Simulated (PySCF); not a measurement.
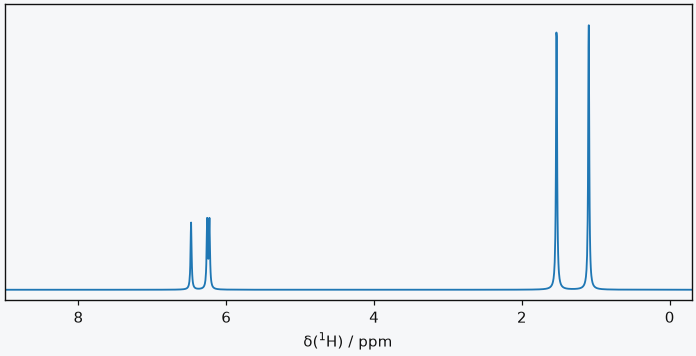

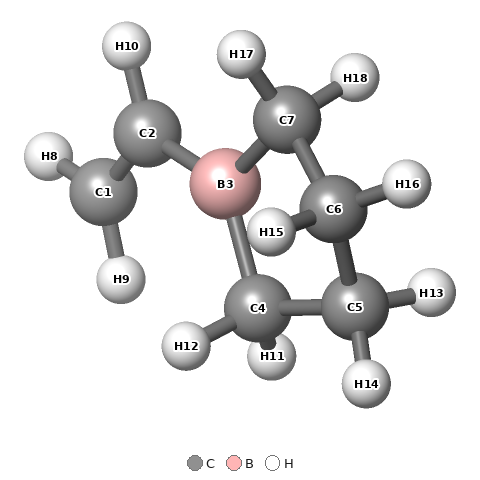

Spectrum and numbered structure of C₆H₁₁B, SMILES C=CB1CCCC1. GIAO shifts, WP04/pcSseg-1 with PySCF, at a PBE0-D3(BJ)/def2-SVP geometry (no frequency check), against TMS for ¹H computed at the same level. Gas phase, fully decoupled, line heights follow the number of nuclei, widths are arbitrary (no quadrupolar broadening); values of one conformer, averaged over nuclei that symmetry, rotation about single bonds or ring flips exchange, these motions taken as fast; other conformers aren't averaged in.

Assign the ¹H signals to the numbered atoms.

Answer.
| δ (ppm) | nuclei | atoms |
| --- | --- | --- |
| 6.48 | 1 | H10 |
| 6.26 | 1 | H9 |
| 6.23 | 1 | H8 |
| 1.53 | 4 | H13, H14, H15, H16 |
| 1.10 | 4 | H11, H12, H17, H18 |

The order of signals that lie close, as those under 0.08 ppm apart, is within the error of the method.
